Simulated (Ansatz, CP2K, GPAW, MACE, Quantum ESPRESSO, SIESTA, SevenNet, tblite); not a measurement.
# Running coherent Mg-rich inclusion in Li2O (96 atoms) with Quantum ESPRESSO

How do the settings of Quantum ESPRESSO change the result for coherent Mg-rich inclusion in Li2O (96 atoms)? A plane-wave run serves as the yardstick.

Calculated with Quantum ESPRESSO 7.5; the method is named at each step.

## 1. The structure

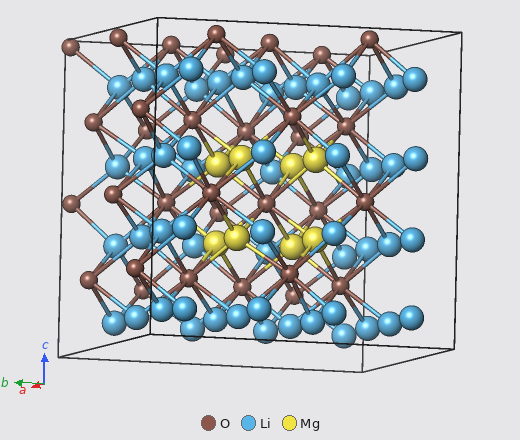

Start, viewed from a free direction; oxygen brown, lithium blue, magnesium yellow. Bonds to atoms that aren't drawn are left out.

The cell holds 96 atoms: 32 O, 56 Li and 8 Mg. Its edges and angles: a = 9.220 Å, b = 9.220 Å, c = 9.220 Å, α = 90.0°, β = 90.0°, γ = 90.0°. It derives from Li2O (fluorite-type), repeated 2×2×2. Antifluorite-type Li2O (a = 4.61 Å), 2 x 2 x 2 conventional cells, Li replaced by Mg within 3.22 Å of the centre; not relaxed, displaced by a Gaussian of 0.02 Å. Then every atom was moved at random, 0.03 Å r.m.s. a Cartesian component. Nearest the centre at fractional (0.515, 0.517, 0.522): O85 at 0.33 Å, Mg86 at 1.65 Å, Mg42 at 1.87 Å, Mg69 at 1.88 Å, Mg84 at 1.97 Å, Mg23 at 2.08 Å, Mg53 at 2.15 Å, Mg32 at 2.16 Å.

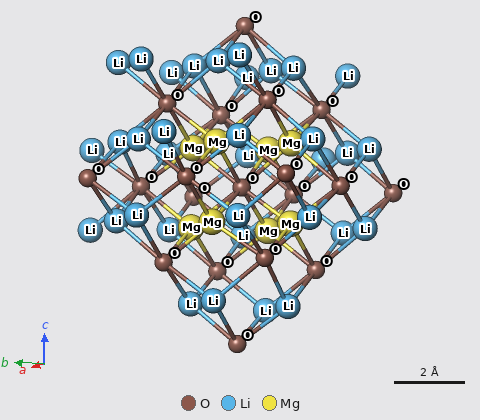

The atoms within 5 Å of the centre.

The yardstick, on the same geometry:

* method: Kohn-Sham DFT, PBE, PAW, plane waves (Ansatz 0.2.0); cutoff 420 eV, Γ point, fermi-dirac smearing of 0.05 eV; PAW set soft_2
* r.m.s. force component: 0.7373 eV/Å
* longest force: 3.914 eV/Å
* pressure: 12.73 GPa
* spacing of highest filled and lowest empty level: 0.3229 eV
* SCF cycles: 9
* time: 11 s on 4 threads of Arm Neoverse V1, shared host
* CPU time: 40 s

## 2. PBE, sssp-1.3.0-efficiency, 60/480 Ry

Method: Kohn-Sham DFT, PBE, SSSP efficiency 1.3.0 pseudopotentials, plane waves.

Input file pw.in:

```
&control
  calculation = 'scf'
  pseudo_dir = './pseudo'
  outdir = './tmp'
  disk_io = 'none'
  tprnfor = .true.
  tstress = .true.
/
&system
  ibrav = 0
  nat = 96
  ntyp = 3
  ecutwfc = 60
  ecutrho = 480
  nosym = .true.
  occupations = 'smearing'
  smearing = 'fd'
  degauss = 0.003675
/
&electrons
  conv_thr = 4.8e-07
  electron_maxstep = 100
  mixing_beta = 0.2
  mixing_mode = 'local-TF'
  diagonalization = 'david'
/
ATOMIC_SPECIES
O 15.999 O.upf
Li 6.940 Li.upf
Mg 24.305 Mg.upf
CELL_PARAMETERS angstrom
9.22000 0.00000 0.00000
0.00000 9.22000 0.00000
0.00000 0.00000 9.22000
ATOMIC_POSITIONS crystal
O 0.99982 0.00455 0.00121
Li 0.11906 0.12840 0.12336
Mg 0.38053 0.37248 0.37750
O 0.00307 0.24950 0.25231
Li 0.12459 0.38744 0.37819
Li 0.37042 0.12392 0.12271
O 0.24622 0.00164 0.24848
Li 0.37921 0.12841 0.37374
Li 0.12915 0.38001 0.12714
O 0.24639 0.24949 0.00594
Li 0.37278 0.37658 0.11651
Li 0.13287 0.12764 0.37055
O 0.00003 0.98945 0.50722
Li 0.12654 0.12511 0.62652
Li 0.37234 0.37731 0.86561
O 0.99936 0.24511 0.75312
Li 0.12524 0.36899 0.87634
Li 0.37227 0.12326 0.62290
O 0.24846 0.99542 0.75233
Li 0.37825 0.11928 0.87214
Li 0.12749 0.38202 0.62478
O 0.25888 0.24786 0.49369
Mg 0.37126 0.37915 0.62919
Li 0.12653 0.13390 0.87663
O 0.00014 0.49620 0.00270
Li 0.11794 0.62993 0.12791
Li 0.37111 0.87947 0.37997
O 0.99419 0.74930 0.24528
Li 0.12016 0.88113 0.37417
Li 0.36678 0.62286 0.12230
O 0.25449 0.49145 0.25508
Mg 0.37625 0.63068 0.37121
Li 0.12570 0.87235 0.11745
O 0.25443 0.75085 0.99985
Li 0.37326 0.87288 0.13369
Li 0.12642 0.62174 0.37274
O 0.99643 0.50659 0.50099
Li 0.12425 0.62600 0.62447
Li 0.37423 0.87571 0.87110
O 0.00620 0.74558 0.75090
Li 0.12317 0.87102 0.87461
Mg 0.37384 0.62250 0.62336
O 0.24586 0.49749 0.75129
Li 0.37061 0.62456 0.87754
Li 0.12514 0.87020 0.62514
O 0.24928 0.75649 0.49817
Li 0.38307 0.87594 0.62064
Li 0.12151 0.63023 0.87713
O 0.49285 0.00008 0.99402
Li 0.62697 0.11893 0.12775
Li 0.87118 0.37993 0.37372
O 0.50799 0.24758 0.24732
Mg 0.62283 0.37328 0.37288
Li 0.87133 0.12314 0.12178
O 0.74779 0.00194 0.24740
Li 0.87797 0.12528 0.37123
[... 36 atom lines left out ...]
Li 0.62107 0.86399 0.62827
O 0.75593 0.75167 0.50479
Li 0.87323 0.87955 0.62011
Li 0.62118 0.62680 0.87906
K_POINTS gamma
```

Run with:

```console
$ OMP_NUM_THREADS=1 mpirun -np 4 pw.x -in pw.in > output.txt
```

The program printed:

```text
Program PWSCF
     gamma-point specific algorithms are used
     one sub-group per band group will be used
     scalapack distributed-memory algorithm (size of sub-group:  2*  2 procs)
     Parallelization info
     sticks:   dense  smooth     PW     G-vecs:    dense   smooth      PW
     Min        2896    1444    363               234856    83018   10437
     Max        2897    1448    366               234857    83020   10440
     Sum       11585    5785   1457               939425   332077   41755
     bravais-lattice index     =            0
     lattice parameter (alat)  =      17.4233  a.u.
     unit-cell volume          =    5289.1924 (a.u.)^3
     number of atoms/cell      =           96
     number of atomic types    =            3
     number of electrons       =       376.00
     number of Kohn-Sham states=          226
     kinetic-energy cutoff     =      60.0000  Ry
     charge density cutoff     =     480.0000  Ry
     scf convergence threshold =      4.8E-07
     mixing beta               =       0.2000
     number of iterations used =            8  local-TF  mixing
     Exchange-correlation= SLA  PW   PBX  PBC
                           (   1   4   3   4   0   0   0)
     crystal axes: (cart. coord. in units of alat)
               a(1) = (   1.000000   0.000000   0.000000 )
               a(2) = (   0.000000   1.000000   0.000000 )
               a(3) = (   0.000000   0.000000   1.000000 )
     reciprocal axes: (cart. coord. in units 2 pi/alat)
               b(1) = (  1.000000  0.000000  0.000000 )
               b(2) = (  0.000000  1.000000  0.000000 )
               b(3) = (  0.000000  0.000000  1.000000 )
     PseudoPot. # 1 for O :
     Pseudo is Projector augmented-wave + core cor, Zval =  6.0
     PseudoPot. # 2 for Li:
     Pseudo is Ultrasoft, Zval =  3.0
     PseudoPot. # 3 for Mg:
     Pseudo is Projector augmented-wave + core cor, Zval =  2.0
     atomic species   valence    mass     pseudopotential
     O                 6.00    15.99900     O ( 1.00)
     Li                3.00     6.94000     Li( 1.00)
     Mg                2.00    24.30500     Mg( 1.00)
     No symmetry found
   Cartesian axes
     number of k points=     1  Fermi-Dirac smearing, width (Ry)=  0.0037
                       cart. coord. in units 2pi/alat
        k(    1) = (   0.0000000   0.0000000   0.0000000), wk =   2.0000000
     Dense  grid:   469713 G-vectors     FFT dimensions: ( 125, 125, 125)
     Smooth grid:   166039 G-vectors     FFT dimensions: (  90,  90,  90)
     Initial potential from superposition of free atoms
     starting charge     350.7510, renormalised to     376.0000
     Starting wfcs are  440 randomized atomic wfcs
     Self-consistent Calculation
     iteration #  1     ecut=    60.00 Ry     beta= 0.20
     total energy              =   -2421.75230650 Ry
     estimated scf accuracy    <      16.01401698 Ry
     iteration #  2     ecut=    60.00 Ry     beta= 0.20
     total energy              =   -2417.23129852 Ry
     estimated scf accuracy    <      13.50587067 Ry
     iteration #  3     ecut=    60.00 Ry     beta= 0.20
     total energy              =   -2419.04098529 Ry
     estimated scf accuracy    <       1.15002379 Ry
     iteration #  4     ecut=    60.00 Ry     beta= 0.20
     total energy              =   -2419.06996463 Ry
     estimated scf accuracy    <       0.69466379 Ry
     iteration #  5     ecut=    60.00 Ry     beta= 0.20
     total energy              =   -2419.04712095 Ry
     estimated scf accuracy    <       0.54210370 Ry
     iteration #  6     ecut=    60.00 Ry     beta= 0.20
     total energy              =   -2419.07204185 Ry
     estimated scf accuracy    <       0.14262703 Ry
[...]
c_bands:  2 eigenvalues not converged
[...]
c_bands:  3 eigenvalues not converged
[...]
total energy              =   -2419.05765376 Ry
[...]
iteration # 17     ecut=    60.00 Ry     beta= 0.20
     total energy              =   -2419.05765458 Ry
     estimated scf accuracy    <       0.00000111 Ry
     iteration # 18     ecut=    60.00 Ry     beta= 0.20
     total energy              =   -2419.05765446 Ry
     estimated scf accuracy    <       0.00000052 Ry
     iteration # 19     ecut=    60.00 Ry     beta= 0.20
     End of self-consistent calculation
          k = 0.0000 0.0000 0.0000 ( 20878 PWs)   bands (ev):
   -39.7241 -39.6634 -39.5547 -39.5497 -39.5330 -39.5243 -39.5111 -39.4744
   -39.4518 -39.4372 -39.4290 -39.3974 -39.3888 -39.3813 -39.3770 -39.3747
   -39.3535 -39.3441 -39.3046 -39.3028 -39.2956 -39.2609 -39.2474 -39.2312
   -39.2096 -39.2004 -39.1820 -39.1731 -39.1656 -39.1608 -39.1523 -39.1320
   -39.1159 -39.0948 -39.0920 -39.0851 -39.0794 -39.0657 -39.0359 -39.0286
   -39.0078 -38.9907 -38.9705 -38.9673 -38.9095 -38.9026 -38.8673 -38.8567
[...]
10.5081  10.5873  10.6747  10.7611  10.7802  10.8353  11.0700  11.2035
    11.2208  11.3502  11.3740  11.4835  11.6943  11.8076  11.9242  11.9836
    12.0915  12.5365  12.5445  12.5718  12.7866  12.8702  12.9778  13.2054
    13.2473  13.2720
     the Fermi energy is     8.0265 ev
!    total energy              =   -2419.05765438 Ry
     estimated scf accuracy    <       0.00000028 Ry
     smearing contrib. (-TS)   =      -0.00293826 Ry
     internal energy E=F+TS    =   -2419.05471612 Ry
     The total energy is F=E-TS. E is the sum of the following terms:
     one-electron contribution =    -740.28019000 Ry
     hartree contribution      =     480.02179506 Ry
     xc contribution           =    -451.93423329 Ry
     ewald contribution        =   -1151.64347538 Ry
     one-center paw contrib.   =    -555.21861253 Ry
     convergence has been achieved in  19 iterations
     Forces acting on atoms (cartesian axes, Ry/au):
     atom    1 type  1   force =    -0.00774123   -0.01347900   -0.00698087
     atom    2 type  2   force =     0.00611804   -0.00323140    0.00522799
     atom    3 type  3   force =    -0.10238176   -0.06158049   -0.09431929
     atom    4 type  1   force =    -0.01335948    0.01536480    0.00573654
     atom    5 type  2   force =    -0.02648222   -0.02156340    0.00385998
     atom    6 type  2   force =    -0.00611385   -0.00404281   -0.00568980
[...]
atom   94 type  1   force =    -0.01549648    0.00245057   -0.01958905
     atom   95 type  2   force =     0.00592235   -0.00689577    0.01542579
     atom   96 type  2   force =     0.00330361   -0.00351937    0.02088391
     Total force =     0.491416     Total SCF correction =     0.001167
     Computing stress (Cartesian axis) and pressure
          total   stress  (Ry/bohr**3)                   (kbar)     P=      125.42
   0.00087283   0.00000062  -0.00000573          128.40        0.09       -0.84
   0.00000062   0.00084670   0.00000357            0.09      124.55        0.53
  -0.00000573   0.00000357   0.00083822           -0.84        0.53      123.31
     Message from routine punch:
     Nothing written, as per user request (disk_io='none')
```

Wall time 1.9 min (4 MPI ranks of Arm Neoverse V1, shared host); peak memory 2.2 GiB.

Banners, paths, timers and routine set-up lines are dropped from the logs unmarked, and long logs keep their key lines alone; longer cuts are marked.

Against the reference:

```
r.m.s. force component                  : 0.7445 eV/Å
r.m.s. difference of force components   : 10.19 meV/Å
longest difference of force vectors     : 52.52 meV/Å
force difference over r.m.s. force      : 1.382 %
slope of forces against the reference's : 1.01
correlation of force components         : 1
pressure                                : 12.54 GPa
pressure difference                     : -0.1843 GPa
```

Length of the force difference by element (eV/Å):

```
element  atoms    mean    most
     Li     56  0.0028  0.0067
     Mg      8   0.041   0.045
      O     32   0.015   0.052
```

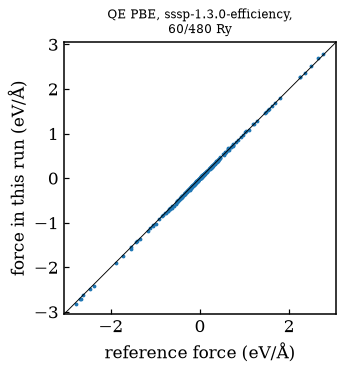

Force components against those of the reference; the line marks equality.

The surroundings of Mg86, which bears the longest force, nearest first, numbered as they follow in the input and with coordinates relative to it.

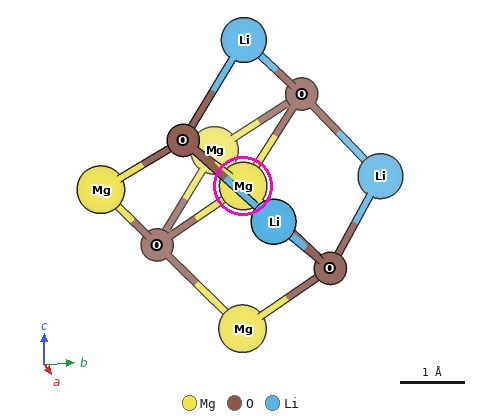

The atoms of the table, within 2.4 Å (arrows a, b, c point along x, y, z); some may hide others; the central atom is ringed.

```
atom      x      y      z  distance (Å)  bonds     Fx     Fy  Fz (eV/Å)
Mg86   0.00   0.00   0.00          0.00      4   2.68   1.81       2.27
 O85  -1.07  -1.18  -1.17          1.97      8   0.25  -0.33      -0.07
 O88  -1.16   1.15   1.15          2.00      8   0.62   0.39       1.03
 O91   1.20  -1.18   1.09          2.01      8   1.06   0.58       1.22
 O94   1.29   1.15  -1.07          2.03      8  -0.40   0.06      -0.50
Li93   0.04   2.19   0.07          2.19      4   0.27   1.49      -0.16
Mg42  -2.24  -0.04   0.02          2.24      4  -2.71   2.36       1.63
Mg69   0.05  -2.29   0.06          2.29      4   1.70  -2.71       1.55
Mg84   0.06  -0.02  -2.30          2.30      4   2.53   2.26      -1.42
Li90   2.37   0.04   0.01          2.37      4   0.86  -0.31       0.35
Li96   0.05   0.00   2.38          2.38      4   0.08  -0.09       0.54
```

Forces lie 1.4 % from the reference's, at 11 times its CPU time.

The difference per atom is largest on Mg (0.041 eV/Å on average, against 0.015 on O).

## 3. PBE, sssp-1.3.0-efficiency, 30/240 Ry

Method: Kohn-Sham DFT, PBE, SSSP efficiency 1.3.0 pseudopotentials, plane waves.

pw.in: that of step 2 with these lines changed.

```diff
@@ -12,4 +12,4 @@
   ntyp = 3
-  ecutwfc = 60
-  ecutrho = 480
+  ecutwfc = 30
+  ecutrho = 240
   nosym = .true.
```

Run with:

```console
$ OMP_NUM_THREADS=1 mpirun -np 2 pw.x -in pw.in > output.txt
```

The program printed:

```text
[banner, memory and clock lines left out]
Program PWSCF
     gamma-point specific algorithms are used
[... lines left out ...]
     c_bands:  2 eigenvalues not converged
[... lines left out ...]
     c_bands:  1 eigenvalues not converged
[... lines left out ...]
     total energy              =   -2417.11349874 Ry
[... lines left out ...]
     total energy              =   -2417.11349894 Ry
[... lines left out ...]
     the Fermi energy is     8.0292 ev
!    total energy              =   -2417.11349889 Ry
[... lines left out ...]
     The total energy is F=E-TS. E is the sum of the following terms:
[... lines left out ...]
     convergence has been achieved in  20 iterations
     Forces acting on atoms (cartesian axes, Ry/au):
     atom    1 type  1   force =    -0.00814743   -0.01455513   -0.00747297
     atom    2 type  2   force =     0.00616254   -0.00331766    0.00531684
     atom    3 type  3   force =    -0.10275506   -0.06184745   -0.09435518
[...]
atom   95 type  2   force =     0.00606893   -0.00714295    0.01589415
     atom   96 type  2   force =     0.00354972   -0.00334966    0.02070878
     Total force =     0.495326     Total SCF correction =     0.000905
     Computing stress (Cartesian axis) and pressure
          total   stress  (Ry/bohr**3)                   (kbar)     P=     -160.33
  -0.00106980   0.00000115  -0.00000588         -157.37        0.17       -0.87
   0.00000115  -0.00109544   0.00000398            0.17     -161.14        0.58
  -0.00000588   0.00000398  -0.00110444           -0.87        0.58     -162.47
     Message from routine punch:
     Nothing written, as per user request (disk_io='none')
```

Elapsed: 82 s, on 2 MPI ranks; peak memory 0.82 GiB; 2.7 min of CPU time.

Against the reference:

```
r.m.s. force component                          : 0.7504 eV/Å
r.m.s. difference of force components           : 19.11 meV/Å
longest difference of force vectors             : 93.19 meV/Å
force difference over r.m.s. force              : 2.592 %
slope of forces against the reference's         : 1.018
correlation of force components                 : 0.9998
pressure                                        : -16.03 GPa
pressure difference                             : -28.76 GPa
energy less the same-level run's                : 275.5 meV/atom
r.m.s. force difference from the same-level run : 13.7 meV/Å
```

This is a coarse setting, run to see what it loses.

Against the first run (1.4 %), the force difference from the reference is 2.6 %, at 0.36 times the CPU time (on 2 against 4 cores): the cutoff matters here.

[end of part 1 of 2]

[Also dropped from logs without a mark: logging warnings of Python, and SIESTA's first energy breakdown and zero terms.]

[Logs are printed without paths, hosts, clocks, repeated set-up lines and the standing remarks that a program may print on its own settings, such as how far it seeks lower states.]

[Hosts, paths, dates, database ids (printed as entryN), source tags and the programs' standing remarks are cut or masked in the printed files.]
